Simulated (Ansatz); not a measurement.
## CH4FNSi: nudged elastic band

CH4FNSi, computed with RKS B3LYP/def2-SVP (Ansatz 0.2.0).

It belongs to a series of runs on one base structure; here: band between the two ends. Figures and captions count atoms from 1; the log counts them from 0 in places.

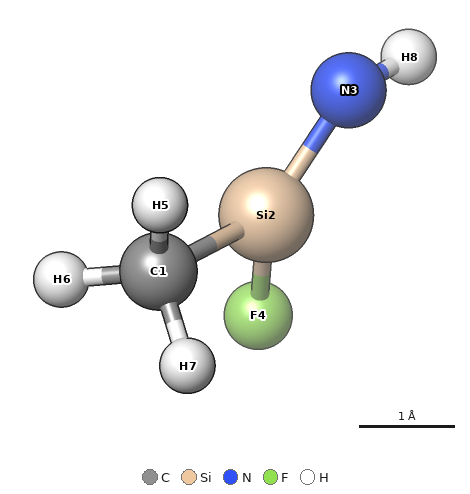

Fig. 1: The input geometry (ball-and-stick view, seen at a tilt; atoms are numbered from 1 in the order of the input). Bond lengths as drawn: C–H 1.10 Å, C–Si 1.85 Å, F–Si 1.63 Å, H–N 1.02 Å and N–Si 1.59 Å.

Input file:
```yaml
crystal:
  periodic: [false, false, false]
  atoms:
    - { symbol: C, position_ang: [-0.244561, 1.09733, -0.417394] }
    - { symbol: Si, position_ang: [-0.041101, -0.663458, 0.120976] }
    - { symbol: "N", position_ang: [1.146125, -1.165094, 1.047667] }
    - { symbol: F, position_ang: [-1.268158, -1.518432, -0.521808] }
    - { symbol: H, position_ang: [0.575746, 1.707594, -0.015768] }
    - { symbol: H, position_ang: [-0.247349, 1.165786, -1.51676] }
    - { symbol: H, position_ang: [-1.206392, 1.498022, -0.059768] }
    - { symbol: H, position_ang: [1.2857, -2.121749, 1.362846] }
basis:
  gaussian: { orbitals: def2-SVP }
hamiltonian:
  xc: b3lyp
neb:
  order_check: false
  images: 5
  f_tol: 0.05
  max_iterations: 55
  final_atoms:
    - { symbol: C, position_ang: [-0.2334178, 1.04656097, -0.36670648] }
    - { symbol: Si, position_ang: [-0.05195486, -0.78248864, -0.02241497] }
    - { symbol: "N", position_ang: [0.71924951, -1.68730423, 1.034546] }
    - { symbol: F, position_ang: [-0.94289158, -1.55049485, -1.1339053] }
    - { symbol: H, position_ang: [0.75806042, 1.50684376, -0.50247643] }
    - { symbol: H, position_ang: [-0.83926081, 1.22023357, -1.26800167] }
    - { symbol: H, position_ang: [-0.71535132, 1.54291059, 0.49084157] }
    - { symbol: H, position_ang: [1.30557644, -1.29626218, 1.76810829] }
  initial_path:
    images:
      - { positions_ang: [[-0.244561, 1.09733, -0.417394], [-0.041101, -0.663458, 0.120976], [1.146125, -1.165094, 1.047667], [-1.268158, -1.518432, -0.521808], [0.575746, 1.707594, -0.015768], [-0.247349, 1.165786, -1.51676], [-1.206392, 1.498022, -0.059768], [1.2857, -2.121749, 1.362846]] }
      - { positions_ang: [[-0.24181496, 1.07714325, -0.40709819], [-0.08217299, -0.7006994, 0.10897507], [0.95707035, -1.22320316, 1.1624277], [-1.17393448, -1.52523695, -0.71031862], [0.638966, 1.62044664, -0.16983957], [-0.41746795, 1.17303374, -1.45459631], [-1.05295825, 1.53550311, 0.0875362], [1.37232228, -1.95698823, 1.38290473]] }
      - { positions_ang: [[-0.23906893, 1.0569565, -0.39680239], [-0.12324498, -0.7379408, 0.09697414], [0.76801569, -1.28131232, 1.2771884], [-1.07971096, -1.5320419, -0.89882925], [0.702186, 1.53329927, -0.32391114], [-0.58758689, 1.18028148, -1.39243262], [-0.89952449, 1.57298421, 0.2348404], [1.45894456, -1.79222746, 1.40296345]] }
      - { positions_ang: [[-0.23632289, 1.03676975, -0.38650658], [-0.16431696, -0.77518219, 0.08497321], [0.57896104, -1.33942148, 1.39194911], [-0.98548744, -1.53884685, -1.08733987], [0.765406, 1.44615191, -0.4779827], [-0.75770584, 1.18752922, -1.33026894], [-0.74609074, 1.61046532, 0.38214459], [1.54556684, -1.62746669, 1.42302218]] }
      - { positions_ang: [[-0.23535453, 1.04003349, -0.37990655], [-0.12686293, -0.77761768, 0.04917715], [0.62572386, -1.45538239, 1.27281474], [-0.97128882, -1.54272951, -1.10286168], [0.76295747, 1.46638253, -0.48614728], [-0.78489083, 1.19843067, -1.30951318], [-0.73584427, 1.58794708, 0.41837692], [1.46557004, -1.51706518, 1.53805088]] }
      - { positions_ang: [[-0.23438616, 1.04329723, -0.37330652], [-0.08940889, -0.78005316, 0.01338109], [0.67248668, -1.57134331, 1.15368037], [-0.9570902, -1.54661218, -1.11838349], [0.76050895, 1.48661314, -0.49431186], [-0.81207582, 1.20933212, -1.28875743], [-0.72559779, 1.56542883, 0.45460925], [1.38557324, -1.40666368, 1.65307958]] }
      - { positions_ang: [[-0.2334178, 1.04656097, -0.36670648], [-0.05195486, -0.78248864, -0.02241497], [0.71924951, -1.68730423, 1.034546], [-0.94289158, -1.55049485, -1.1339053], [0.75806042, 1.50684376, -0.50247643], [-0.83926081, 1.22023357, -1.26800167], [-0.71535132, 1.54291059, 0.49084157], [1.30557644, -1.29626218, 1.76810829]] }
```

Launched with:
```bash
ansatz run input.yaml --threads 1 --pin off --max-ram 2048MiB --backend cpu --events-out ev --progress --plain --runs-dir out
```

Log:
```
Engine: ansatz 0.2.0, x86_64-unknown-linux-gnu
Functional definition: B3LYP
  parameter a0 = 0.2
  parameter ax = 0.72
  parameter ac = 0.81
  exchange = (1 - a0 - ax)*slater_x + ax*b88_x + a0*exact_x
  correlation = (1 - ac)*vwn_rpa_c + ac*lyp_c
844 factors; integrals over basis functions are off by at most 3.9e-4 eV
mean field evaluation 1: about -13168.1473 eV, gradient 7.9e1 eV
mean field evaluation 2: about -13122.7242 eV, gradient 1.4e2 eV
mean field evaluation 4: about -13181.4662 eV, gradient 9.2e0 eV
mean field evaluation 8: about -13181.6438 eV, gradient 3.9e-1 eV
mean field evaluation 16: about -13181.6442 eV, gradient 1.7e-5 eV
mean field -13181.64418156 eV, -484.4164888331 hartree, gradient 1.7e-5 eV, S^2 0.000000; 0 other end points of the search recorded, 0 dependent functions left out
the calculation of the forces begins
reference -13181.64441007 eV, -484.4164972306 hartree; 20, 20 occupied and 60, 60 virtual orbitals, 844 factors
844 factors; integrals over basis functions are off by at most 5.4e-4 eV
mean field evaluation 32: about -13181.4890 eV, gradient 6.0e-5 eV
mean field -13181.48902772 eV, -484.4107870345 hartree, gradient 6.0e-5 eV, S^2 0.000000; 0 other end points of the search recorded, 0 dependent functions left out
[... from here on the field's lines of each further geometry are left out, up to the last ...]
NEB iter   1: max|band force component| = 8.965e0 eV/Å  barrier→ = 1.1152 eV  barrier← = 0.9600 eV  Δτ_max = 0.2000 Å  (182 SCF iters)
NEB iter   2: max|band force component| = 9.625e-1 eV/Å  barrier→ = 0.4636 eV  barrier← = 0.3085 eV  Δτ_max = 0.0974 Å  (154 SCF iters)
NEB iter   3: max|band force component| = 7.984e-1 eV/Å  barrier→ = 0.3724 eV  barrier← = 0.2172 eV  Δτ_max = 0.1053 Å  (145 SCF iters)
NEB iter   4: max|band force component| = 8.970e-1 eV/Å  barrier→ = 0.3676 eV  barrier← = 0.2124 eV  Δτ_max = 0.0543 Å  (137 SCF iters)
NEB iter   5: max|band force component| = 6.872e-1 eV/Å  barrier→ = 0.3209 eV  barrier← = 0.1657 eV  Δτ_max = 0.1087 Å  (134 SCF iters)
NEB iter   6: max|band force component| = 4.904e-1 eV/Å  barrier→ = 0.2584 eV  barrier← = 0.1033 eV  CI = image 3  Δτ_max = 0.1921 Å  (137 SCF iters)
NEB iter   7: max|band force component| = 4.639e-1 eV/Å  barrier→ = 0.2512 eV  barrier← = 0.0961 eV  CI = image 3  Δτ_max = 0.1062 Å  (136 SCF iters)
NEB iter   8: max|band force component| = 3.552e-1 eV/Å  barrier→ = 0.2264 eV  barrier← = 0.0713 eV  CI = image 3  Δτ_max = 0.2000 Å  (137 SCF iters)
NEB iter   9: max|band force component| = 4.964e-1 eV/Å  barrier→ = 0.2401 eV  barrier← = 0.0849 eV  CI = image 3  Δτ_max = 0.0896 Å  (140 SCF iters)
NEB iter  10: max|band force component| = 3.784e-1 eV/Å  barrier→ = 0.2158 eV  barrier← = 0.0607 eV  CI = image 3  Δτ_max = 0.0642 Å  (137 SCF iters)
NEB iter  11: max|band force component| = 1.314e-1 eV/Å  barrier→ = 0.2152 eV  barrier← = 0.0601 eV  CI = image 3  Δτ_max = 0.0823 Å  (127 SCF iters)
NEB iter  12: max|band force component| = 1.384e-1 eV/Å  barrier→ = 0.2154 eV  barrier← = 0.0602 eV  CI = image 3  Δτ_max = 0.0411 Å  (129 SCF iters)
NEB iter  13: max|band force component| = 8.632e-2 eV/Å  barrier→ = 0.2152 eV  barrier← = 0.0600 eV  CI = image 3  Δτ_max = 0.0412 Å  (130 SCF iters)
NEB iter  14: max|band force component| = 5.266e-2 eV/Å  barrier→ = 0.2149 eV  barrier← = 0.0597 eV  CI = image 3  Δτ_max = 0.0822 Å  (129 SCF iters)
NEB iter  15: max|band force component| = 7.118e-2 eV/Å  barrier→ = 0.2146 eV  barrier← = 0.0594 eV  CI = image 3  Δτ_max = 0.0411 Å  (128 SCF iters)
NEB iter  16: max|band force component| = 7.367e-2 eV/Å  barrier→ = 0.2145 eV  barrier← = 0.0594 eV  CI = image 3  Δτ_max = 0.0412 Å  (128 SCF iters)
NEB iter  17: max|band force component| = 1.544e-1 eV/Å  barrier→ = 0.2147 eV  barrier← = 0.0595 eV  CI = image 3  Δτ_max = 0.0206 Å  (129 SCF iters)
NEB iter  18: max|band force component| = 6.142e-2 eV/Å  barrier→ = 0.2144 eV  barrier← = 0.0593 eV  CI = image 3  Δτ_max = 0.0412 Å  (130 SCF iters)
NEB iter  19: max|band force component| = 7.142e-2 eV/Å  barrier→ = 0.2144 eV  barrier← = 0.0593 eV  CI = image 3  Δτ_max = 0.0206 Å  (120 SCF iters)
NEB iter  20: max|band force component| = 6.040e-2 eV/Å  barrier→ = 0.2144 eV  barrier← = 0.0592 eV  CI = image 3  Δτ_max = 0.0206 Å  (113 SCF iters)
the calculation of the forces begins
reference -13181.51450445 eV, -484.4117232871 hartree; 20, 20 occupied and 60, 60 virtual orbitals, 844 factors
844 factors; integrals over basis functions are off by at most 3.9e-4 eV
mean field -13181.42978337 eV, -484.4086098450 hartree, gradient 3.6e-5 eV, S^2 0.000000; 1 other end points of the search recorded, 0 dependent functions left out
the calculation of the forces begins
reference -13181.43001442 eV, -484.4086183359 hartree; 20, 20 occupied and 60, 60 virtual orbitals, 844 factors
NEB iter  21: max|band force component| = 3.814e-2 eV/Å  barrier→ = 0.2144 eV  barrier← = 0.0592 eV  CI = image 3  Δτ_max = 0.0000 Å  (238 SCF iters)
```

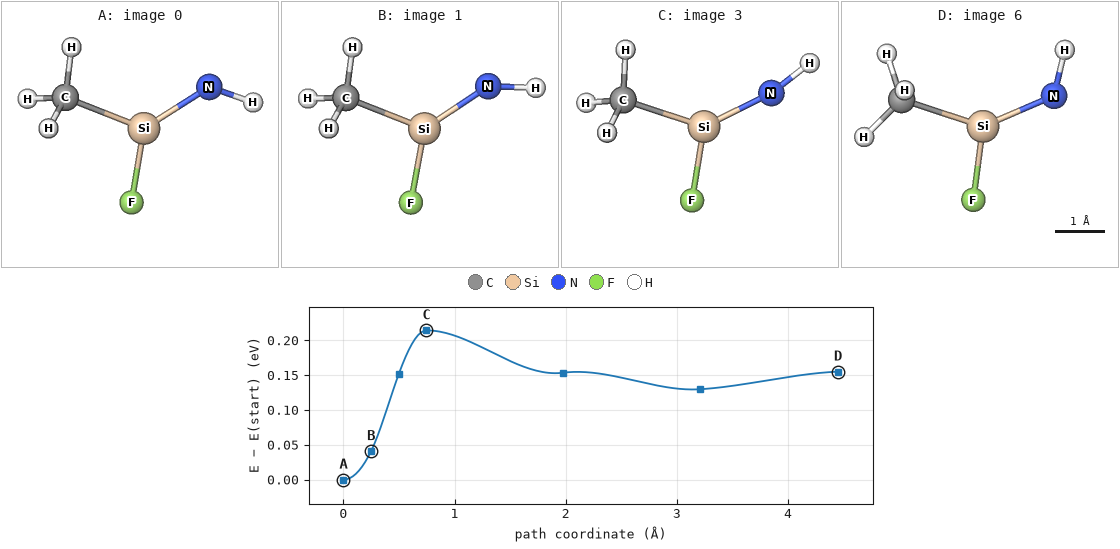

Fig. 2: Images of the last band (counted from 0; ball-and-stick, seen at a tilt) above the energy along the path; the line is a cubic interpolation that uses the forces. The highest image is number 3, 0.214 eV above the start and 0.059 eV above the end (the climbing image); the end lies 0.155 eV above the start. The path is 4.45 Å long. The band converged in 21 iterations.

```
Total energy: -13181.43001442 eV, -484.4086183359 hartree
Atom 0 at    -0.232893     1.081543    -0.415247 Å, force    -0.000123     0.000127     0.000338 eV/Å
Atom 1 at    -0.112229    -0.703252     0.095548 Å, force    -0.000673    -0.001212     0.000274 eV/Å
Atom 2 at     0.901360    -1.492373     0.953848 Å, force     0.001075     0.001501    -0.000789 eV/Å
Atom 3 at    -1.406131    -1.412887    -0.582566 Å, force    -0.000003     0.000412     0.000418 eV/Å
Atom 4 at     0.611825     1.658732    -0.015420 Å, force    -0.000123    -0.000032     0.000233 eV/Å
Atom 5 at    -0.242961     1.159851    -1.514241 Å, force     0.000448    -0.000012    -0.000144 eV/Å
Atom 6 at    -1.177508     1.514796    -0.048861 Å, force    -0.000120    -0.000062    -0.000491 eV/Å
Atom 7 at     1.658547    -1.806410     1.526930 Å, force    -0.000480    -0.000720     0.000161 eV/Å
Dipole moment:     0.113755     0.503872    -0.047279 e Å
this run last wrote the band of iteration 21 to [file]
```

The last band as extended XYZ (Å, eV, eV/Å):
```
8
Properties=species:S:1:pos:R:3:forces:R:3 image=0 energy=-13181.64418
C    -0.2446    1.0973   -0.4174    0.0011   0.0103  -0.0029
Si   -0.0411   -0.6635    0.1210    0.0050  -0.0078   0.0079
N     1.1461   -1.1651    1.0477   -0.0016   0.0020  -0.0022
F    -1.2682   -1.5184   -0.5218   -0.0018   0.0003  -0.0014
H     0.5757    1.7076   -0.0158    0.0035  -0.0029   0.0049
H    -0.2473    1.1658   -1.5168   -0.0033  -0.0027  -0.0010
H    -1.2064    1.4980   -0.0598   -0.0025  -0.0008  -0.0032
H     1.2857   -2.1217    1.3628   -0.0005   0.0017  -0.0021
8
Properties=species:S:1:pos:R:3:forces:R:3 image=1 energy=-13181.60325
C    -0.2440    1.0829   -0.4135   -0.0058   0.0025  -0.0044
Si   -0.0907   -0.6937    0.0959    0.0259   0.0119   0.0175
N     1.0812   -1.2021    1.0098    0.1334   0.1790   0.0468
F    -1.3460   -1.4827   -0.5769    0.0521  -0.0566   0.0480
H     0.5921    1.6563    0.0088   -0.0080   0.0046  -0.0060
H    -0.2348    1.1733   -1.5111   -0.0065  -0.0026  -0.0052
H    -1.1962    1.5064   -0.0567   -0.0077  -0.0031  -0.0042
H     1.4384   -2.0404    1.4436   -0.1834  -0.1356  -0.0925
8
Properties=species:S:1:pos:R:3:forces:R:3 image=2 energy=-13181.49254
C    -0.2414    1.0805   -0.4117   -0.0115  -0.0056  -0.0054
Si   -0.1101   -0.7046    0.0852   -0.0013   0.0002   0.0014
N     0.9906   -1.3257    0.9778    0.1680   0.3098   0.0397
F    -1.3810   -1.4446   -0.6093    0.0084  -0.0490   0.0167
H     0.5948    1.6541    0.0104   -0.0072  -0.0175  -0.0005
H    -0.2327    1.1730   -1.5093   -0.0080   0.0004  -0.0069
H    -1.1932    1.5059   -0.0558   -0.0084  -0.0001  -0.0060
H     1.5730   -1.9387    1.5127   -0.1399  -0.2382  -0.0390
8
Properties=species:S:1:pos:R:3:forces:R:3 image=3 energy=-13181.42978
C    -0.2329    1.0815   -0.4152   -0.0001   0.0001   0.0003
Si   -0.1122   -0.7033    0.0955   -0.0007  -0.0012   0.0003
N     0.9014   -1.4924    0.9538    0.0011   0.0015  -0.0008
F    -1.4061   -1.4129   -0.5826    0.0000   0.0004   0.0004
H     0.6118    1.6587   -0.0154   -0.0001   0.0000   0.0002
H    -0.2430    1.1599   -1.5142    0.0004   0.0000  -0.0001
H    -1.1775    1.5148   -0.0489   -0.0001  -0.0001  -0.0005
H     1.6585   -1.8064    1.5269   -0.0005  -0.0007   0.0002
8
Properties=species:S:1:pos:R:3:forces:R:3 image=4 energy=-13181.49058
C    -0.2057    1.0335   -0.3710   -0.0011  -0.0010  -0.0079
Si   -0.2027   -0.7596    0.1500    0.0162  -0.0088   0.0071
N     0.8605   -1.7388    0.8255    0.0015   0.0579  -0.0034
F    -1.6506   -1.3715   -0.2320    0.0124   0.0015  -0.0116
H     0.3245    1.6408    0.3782   -0.0068   0.0194  -0.0075
H     0.3307    1.1418   -1.3283   -0.0318   0.0021  -0.0053
H    -1.2305    1.4126   -0.4974    0.0013   0.0066   0.0047
H     1.7738   -1.3588    1.0750    0.0083  -0.0778   0.0240
8
Properties=species:S:1:pos:R:3:forces:R:3 image=5 energy=-13181.51428
C    -0.2089    1.0454   -0.3733    0.0000  -0.0001  -0.0001
Si   -0.1172   -0.7657    0.0621   -0.0015  -0.0009   0.0002
N     0.8040   -1.7097    0.9519    0.0007   0.0001  -0.0013
F    -1.3527   -1.4620   -0.7179   -0.0017   0.0013   0.0044
H     0.6673    1.5916    0.0042   -0.0020   0.0008   0.0043
H    -0.2736    1.1683   -1.4663    0.0054  -0.0005  -0.0002
H    -1.1198    1.4863    0.0640   -0.0027  -0.0005  -0.0045
H     1.6009   -1.3541    1.4753    0.0019  -0.0004  -0.0028
8
Properties=species:S:1:pos:R:3:forces:R:3 image=6 energy=-13181.48903
C    -0.2334    1.0466   -0.3667    0.0029  -0.0087   0.0040
Si   -0.0520   -0.7825   -0.0224    0.0104   0.0000  -0.0053
N     0.7192   -1.6873    1.0345   -0.0030   0.0031  -0.0068
F    -0.9429   -1.5505   -1.1339   -0.0048   0.0008   0.0044
H     0.7581    1.5068   -0.5025   -0.0044  -0.0002   0.0044
H    -0.8393    1.2202   -1.2680    0.0025  -0.0023   0.0043
H    -0.7154    1.5429    0.4908   -0.0018   0.0055  -0.0061
H     1.3056   -1.2963    1.7681   -0.0019   0.0017   0.0011
```

Results in brief:

```json
{"quantity": "outcome", "value": "converged"}
{"quantity": "barrier, forward", "value": "0.214 eV"}
{"quantity": "barrier, backward", "value": "0.059 eV"}
{"quantity": "hardware", "value": "1 thread of an x86-64 CPU, shared host"}
{"quantity": "wall time", "value": "5.3 min"}
{"quantity": "peak memory", "value": "0.17 GiB"}
```

The order of the saddle point was not checked.
